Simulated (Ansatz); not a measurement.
```xyz
5

Ge    0.5515    1.2437   -0.3059
O     1.6539    1.6061   -1.6853
S     1.5129   -0.7555    0.1478
H     1.4486    2.4615   -2.0889
H     0.6686   -0.9979    1.1790
```

Geometry: B3LYP-D3(BJ)/def2-SVP.

Computed with Ansatz 0.2.0, isolated molecule in a Gaussian basis; Kohn-Sham density functional theory, functional PBE0.

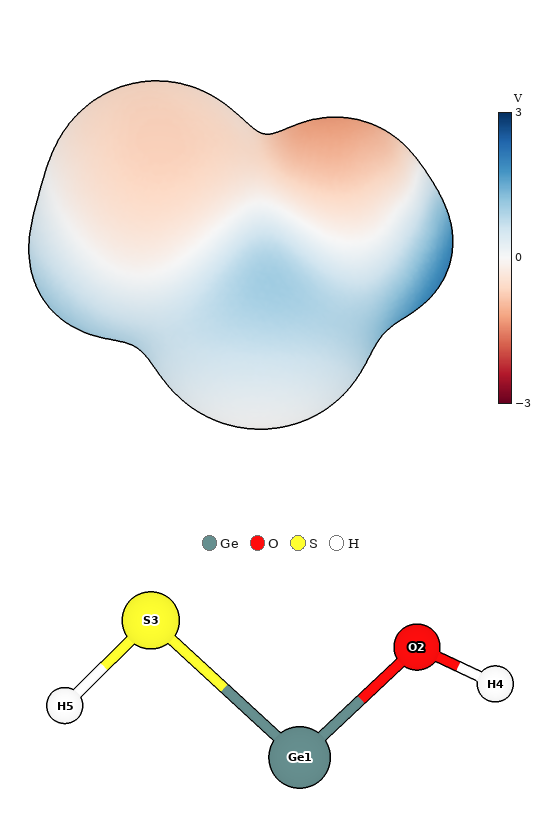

GeH2OS. The molecular electrostatic potential painted on the density surface at 0.001 e/bohr³, seen across its widest extent; the colour scale runs from red (negative) to blue (positive). The bare structure is drawn below in the same view.

### Where is the surface potential most negative and most positive?

The most negative region (about −1.2 V) lies over O2, the most positive (about +2.0 V) over H4. O2 is the likeliest acceptor of a hydrogen bond.

### How polar is the molecule by this calculation?

Its dipole moment is 2.40 D.
